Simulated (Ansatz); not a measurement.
# CH7NSi2: the cost of one run

Method: the settings change from run to run; program: Ansatz 0.2.0, Gaussian basis.

1 further run of the same task is left out (it didn't finish).

**1. The geometry**

The structure was relaxed beforehand with PBE0-D4 in a triple-zeta def2 set.

11 atoms, charge 0, spin multiplicity 1.

Atoms are counted from 1 here; the program's logs count them from 0.

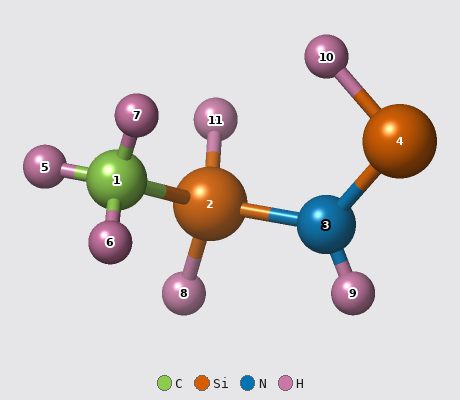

The geometry (carbon green, silicon orange, nitrogen blue, hydrogen pink); atoms are numbered from 1 in the order of the file.

**2. B3LYP5/aug-cc-pVTZ**

File in.yaml:

```yaml
crystal:
  periodic: [false, false, false]
  atoms:
    - {symbol: C, position_ang: [-1.004140, 1.063481, -0.373238]}
    - {symbol: Si, position_ang: [-0.483441, -0.664394, 0.084157]}
    - {symbol: N, position_ang: [1.067409, -0.678191, 0.900348]}
    - {symbol: Si, position_ang: [2.602670, -0.305072, 0.228770]}
    - {symbol: H, position_ang: [-1.968366, 1.050298, -0.888294]}
    - {symbol: H, position_ang: [-1.098775, 1.691655, 0.515548]}
    - {symbol: H, position_ang: [-0.269014, 1.518722, -1.041134]}
    - {symbol: H, position_ang: [-1.472868, -1.268479, 1.021524]}
    - {symbol: H, position_ang: [1.056105, -0.936163, 1.878069]}
    - {symbol: H, position_ang: [2.035437, -0.017288, -1.172154]}
    - {symbol: H, position_ang: [-0.399716, -1.511570, -1.132995]}
basis:
  gaussian: {orbitals: aug-cc-pVTZ}
hamiltonian: {xc: {name: B3LYP5}}
output: {forces: true}
```

Started as:

```console
$ ansatz run in.yaml --threads 2 --pin off --events-out ev --progress --plain --max-ram 4352MiB
```

**Question.** How long does this run take on 2 threads of Arm Neoverse V1, shared host, and how much memory does it need?

About 18 s, with a peak of 1.4 GiB.
